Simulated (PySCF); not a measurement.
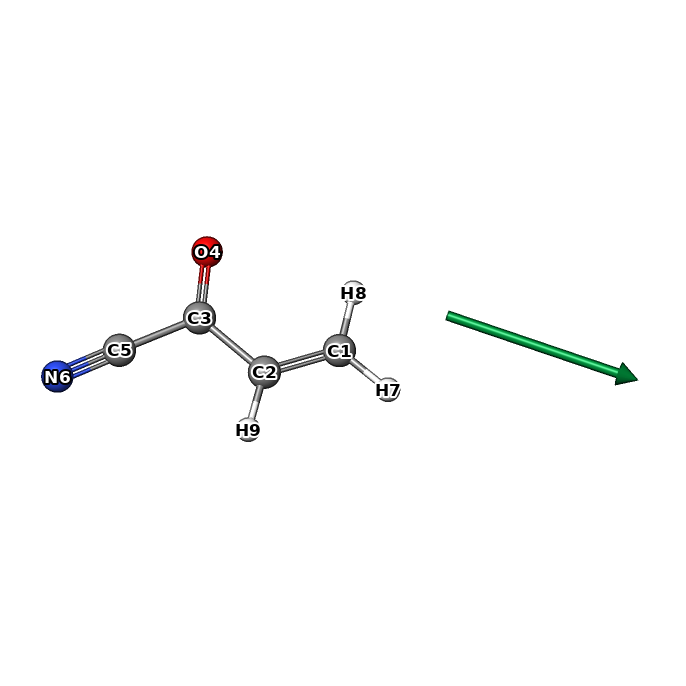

The arrow beside the molecule shows the direction of the dipole moment, from the negative to the positive end (its length means nothing). Computed geometry: PBE0-D3(BJ)/def2-TZVP optimisation. No frequency run is at hand to confirm it as a minimum. Method: PBE0/pcSseg-2, gas phase (PySCF 2.14.0).

How large is the dipole moment?

Answer. 4.28 D; it points from the side of N6 to the side of H7 (the outermost atoms at the two ends).
